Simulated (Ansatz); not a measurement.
**One shape, several levels: triplet C6H12**

We compute a comparison of 6 runs (UHF/STO-3G, U-r2SCAN/6-31G*, UB3LYP/6-31G*, UPBE0/6-31G*, UMP2/6-31G*) of triplet C6H12. 

The calculation is run with Ansatz 0.2.0.

18 further runs of the same task are left out: 18 set aside as unsound or not needed. Runs told in other sessions of the task aren't counted.

## (1) Starting point

C6H12: 18 atoms, total charge 0, spin state triplet. SMILES of the parent species: `C=C(C)CCC`. Geometry: relaxed at PBE0-D4/def2-TZVP. This is one conformer, not always the lowest. That shape belongs to the parent species and isn't relaxed for this state.

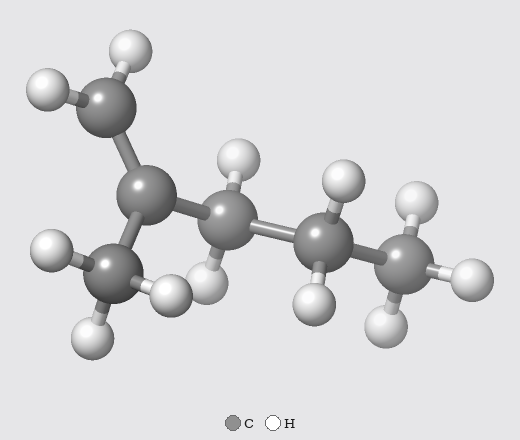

The structure, seen from a chosen angle (carbon grey, hydrogen white).

## (2) The energy at UHF/STO-3G (run 1)

Contents of input.yaml:

```yaml
crystal:
  periodic: [false, false, false]
  atoms:
    - {symbol: C, position_ang: [-2.125600, 0.536200, 0.996930]}
    - {symbol: C, position_ang: [-1.015930, -0.164590, 0.784520]}
    - {symbol: C, position_ang: [-0.376360, -0.975490, 1.867760]}
    - {symbol: C, position_ang: [-0.343950, -0.182160, -0.557100]}
    - {symbol: C, position_ang: [1.049140, 0.442910, -0.565910]}
    - {symbol: C, position_ang: [1.671520, 0.442260, -1.950930]}
    - {symbol: H, position_ang: [-2.611640, 0.550520, 1.966590]}
    - {symbol: H, position_ang: [-2.585750, 1.118240, 0.205560]}
    - {symbol: H, position_ang: [-0.964880, -0.951420, 2.785600]}
    - {symbol: H, position_ang: [-0.264360, -2.019450, 1.555830]}
    - {symbol: H, position_ang: [0.628150, -0.608980, 2.099870]}
    - {symbol: H, position_ang: [-0.974660, 0.340120, -1.283240]}
    - {symbol: H, position_ang: [-0.261340, -1.221410, -0.903740]}
    - {symbol: H, position_ang: [1.702550, -0.096780, 0.126800]}
    - {symbol: H, position_ang: [0.979490, 1.468440, -0.187690]}
    - {symbol: H, position_ang: [2.666190, 0.893660, -1.943670]}
    - {symbol: H, position_ang: [1.056380, 1.003940, -2.659530]}
    - {symbol: H, position_ang: [1.771060, -0.576010, -2.337670]}
basis:
  gaussian: {orbitals: STO-3G}
magnetization: {spin_polarized: true, initial_magnetization: 2}
hamiltonian: {xc: hf}
accuracy: high
output: {orbitals: {seedname: orbitals}}
```

On the command line:

```sh
$ ansatz run input.yaml --threads 1 --pin off --max-ram 3480MiB --events-out events.jsonl --progress --plain --runs-dir runs
```

What it wrote:

```text
Warning: RAYON_NUM_THREADS=1 ignored (pool sized by the plan → 1); use --threads N
Functional definition: HF
  name "HF"
  exchange = exact_x
  correlation = 0
953 factors; integrals over basis functions are off by at most 4.2e-9 eV
mean field evaluation 1: about -6290.9149 eV, gradient 1.3e1 eV
mean field evaluation 2: about -6291.3147 eV, gradient 1.3e1 eV
mean field evaluation 4: about -6293.1710 eV, gradient 1.3e0 eV
mean field evaluation 8: about -6293.1962 eV, gradient 3.9e-4 eV
mean field -6293.19618950 eV, -231.2706942825 hartree, gradient 1.4e-8 eV, S^2 2.022911; 0 other end points of the search recorded, 0 dependent functions left out
reference -6293.19618950 eV, -231.2706942825 hartree; 25, 23 occupied and 17, 19 virtual orbitals, 953 factors
Total energy: -6293.19618950 eV, -231.2706942825 hartree
```

Wall time 0.48 s (1 thread of AMD EPYC 9R45 (Zen 5), shared host); peak memory 0.13 GiB.

## (3) The energy at U-r2SCAN/6-31G(d) (spherical functions) (run 2)

Contents of input.yaml:

```yaml
crystal:
  periodic: [false, false, false]
  atoms:
    - symbol: C
      position_ang: [-2.125600, 0.536200, 0.996930]
    - symbol: C
      position_ang: [-1.015930, -0.164590, 0.784520]
    - symbol: C
      position_ang: [-0.376360, -0.975490, 1.867760]
    - symbol: C
      position_ang: [-0.343950, -0.182160, -0.557100]
    - symbol: C
      position_ang: [1.049140, 0.442910, -0.565910]
    - symbol: C
      position_ang: [1.671520, 0.442260, -1.950930]
    - symbol: H
      position_ang: [-2.611640, 0.550520, 1.966590]
    - symbol: H
      position_ang: [-2.585750, 1.118240, 0.205560]
    - symbol: H
      position_ang: [-0.964880, -0.951420, 2.785600]
    - symbol: H
      position_ang: [-0.264360, -2.019450, 1.555830]
    - symbol: H
      position_ang: [0.628150, -0.608980, 2.099870]
    - symbol: H
      position_ang: [-0.974660, 0.340120, -1.283240]
    - symbol: H
      position_ang: [-0.261340, -1.221410, -0.903740]
    - symbol: H
      position_ang: [1.702550, -0.096780, 0.126800]
    - symbol: H
      position_ang: [0.979490, 1.468440, -0.187690]
    - symbol: H
      position_ang: [2.666190, 0.893660, -1.943670]
    - symbol: H
      position_ang: [1.056380, 1.003940, -2.659530]
    - symbol: H
      position_ang: [1.771060, -0.576010, -2.337670]
basis:
  gaussian:
    orbitals: 6-31G_st_-spherical.json
magnetization:
  spin_polarized: true
  initial_magnetization: 2
hamiltonian:
  xc: {name: r2SCAN}
accuracy: high
output: {orbitals: {seedname: orbitals}}
```

The basis set 6-31G* is read from a file made from the Basis Set Exchange's data (not shown).

On the command line:

```sh
$ ansatz run input.yaml --threads 1 --pin off --max-ram 3480MiB --events-out events.jsonl --progress --plain --runs-dir runs
```

What it wrote:

```text
Warning: RAYON_NUM_THREADS=1 ignored (pool sized by the plan → 1); use --threads N
Functional definition: r2SCAN
  name "r2SCAN"
  parameter k0 = 0.174
  parameter k1 = 0.065
  parameter a1 = 4.9479
  exchange = r2scan_x(k0 = k0, k1 = k1, a1 = a1)
  correlation = r2scan_c
2822 factors; integrals over basis functions are off by at most 1.4e-8 eV
mean field evaluation 1: about -6397.7219 eV, gradient 4.7e1 eV
mean field evaluation 2: about -6392.0770 eV, gradient 5.6e1 eV
mean field evaluation 4: about -6408.9851 eV, gradient 2.2e0 eV
mean field evaluation 8: about -6408.9901 eV, gradient 6.4e-2 eV
mean field evaluation 16: about -6408.9901 eV, gradient 1.0e-4 eV
mean field -6408.99009020 eV, -235.5260416452 hartree, gradient 7.5e-8 eV, S^2 2.011265; 0 other end points of the search recorded, 0 dependent functions left out
reference -6408.99009164 eV, -235.5260416984 hartree; 25, 23 occupied and 83, 85 virtual orbitals, 2822 factors
Total energy: -6408.99009164 eV, -235.5260416984 hartree
```

Wall time 13 s (1 thread of AMD EPYC 9R45 (Zen 5), shared host); peak memory 0.69 GiB.

Runs 3 to 5 aren't shown in full; the table further down has their settings and results.

## (4) The energy at UMP2/6-31G(d) (spherical functions) (run 6)

Contents of in.yaml:

```yaml
crystal:
  periodic: [false, false, false]
  atoms:
    - symbol: C
      position_ang: [-2.125600, 0.536200, 0.996930]
    - symbol: C
      position_ang: [-1.015930, -0.164590, 0.784520]
    - symbol: C
      position_ang: [-0.376360, -0.975490, 1.867760]
    - symbol: C
      position_ang: [-0.343950, -0.182160, -0.557100]
    - symbol: C
      position_ang: [1.049140, 0.442910, -0.565910]
    - symbol: C
      position_ang: [1.671520, 0.442260, -1.950930]
    - symbol: H
      position_ang: [-2.611640, 0.550520, 1.966590]
    - symbol: H
      position_ang: [-2.585750, 1.118240, 0.205560]
    - symbol: H
      position_ang: [-0.964880, -0.951420, 2.785600]
    - symbol: H
      position_ang: [-0.264360, -2.019450, 1.555830]
    - symbol: H
      position_ang: [0.628150, -0.608980, 2.099870]
    - symbol: H
      position_ang: [-0.974660, 0.340120, -1.283240]
    - symbol: H
      position_ang: [-0.261340, -1.221410, -0.903740]
    - symbol: H
      position_ang: [1.702550, -0.096780, 0.126800]
    - symbol: H
      position_ang: [0.979490, 1.468440, -0.187690]
    - symbol: H
      position_ang: [2.666190, 0.893660, -1.943670]
    - symbol: H
      position_ang: [1.056380, 1.003940, -2.659530]
    - symbol: H
      position_ang: [1.771060, -0.576010, -2.337670]
basis:
  gaussian:
    orbitals: 6-31G_st_-spherical.json
magnetization:
  spin_polarized: true
  initial_magnetization: 2
correlation:
  method: mp2
  frozen_orbitals: {C: 1, H: 0}
accuracy: high
```

The basis set 6-31G* is read from a file made from the Basis Set Exchange's data (not shown).

On the command line:

```sh
$ ansatz run in.yaml --threads 1 --pin off --max-ram 3480MiB --events-out events.jsonl --progress --plain --runs-dir runs
```

What it wrote:

```text
Warning: RAYON_NUM_THREADS=1 ignored (pool sized by the plan → 1); use --threads N
[... 4 set-up lines as earlier in the session ...]
2822 factors; integrals over basis functions are off by at most 1.4e-8 eV
mean field evaluation 1: about -6364.5887 eV, gradient 2.3e1 eV
mean field evaluation 2: about -6364.5876 eV, gradient 2.3e1 eV
mean field evaluation 4: about -6368.6348 eV, gradient 3.0e0 eV
mean field evaluation 8: about -6368.7385 eV, gradient 5.3e-2 eV
mean field -6368.73809223 eV, -234.0468080038 hartree, gradient 3.1e-8 eV, S^2 2.022389; 0 other end points of the search recorded, 0 dependent functions left out
6 core orbitals not correlated: weight in the atoms' cores, before any rotation towards them, 1.000 or more for the frozen orbitals, at most 0.000 for the correlated occupied ones
reference -6368.73809223 eV, -234.0468080038 hartree; 19, 17 occupied and 83, 85 virtual orbitals, 2822 factors
second order -19.81118941 eV of doubles, -0.00000000 eV of singles
Total energy: -6388.54928164 eV, -234.7748557862 hartree
```

It took 3.6 s on 1 thread of AMD EPYC 9R45 (Zen 5), shared host; peak memory 0.51 GiB.

## (5) Overview of the runs

| run | level | Cartesian functions | frozen core orbitals | energy (Eh) | HOMO energy (eV) | ⟨S²⟩ | wall time |
| --- | --- | --- | --- | --- | --- | --- | --- |
| 1 | UHF/STO-3G | no | – | -231.270694 | -4.55 | 2.023 | 0.48 s |
| 2 | U-r2SCAN/6-31G* (spherical functions) | no | – | -235.526042 | -1.54 | 2.011 | 13 s |
| 3 | UB3LYP/6-31G* (spherical functions) | no | – | -235.683672 | -2.08 | 2.007 | 9 s |
| 4 | UPBE0/6-31G* (spherical functions) | no | – | -235.387923 | -2.44 | 2.008 | 11 s |
| 5 | UB3LYP/6-31G* (Cartesian functions) | yes | – | -235.688074 | -2.08 | 2.007 | 9.3 s |
| 6 | UMP2/6-31G* (spherical functions) | no | 6 | -234.774856 | – | 2.022 | 3.6 s |

## (6) Outcome

| quantity | value |
| --- | --- |
| run 6: total energy | -234.77486 Eh |
| run 6: correlation energy (6 core orbitals frozen) | -728.0 mEh |
| run 6: ⟨S²⟩ of the reference determinant | 2.022 |

In words: Totals of different functionals can't be ranked against each other. In run 1 the basis is minimal, so the values are rough. All runs together took 46 s, the longest 13 s.
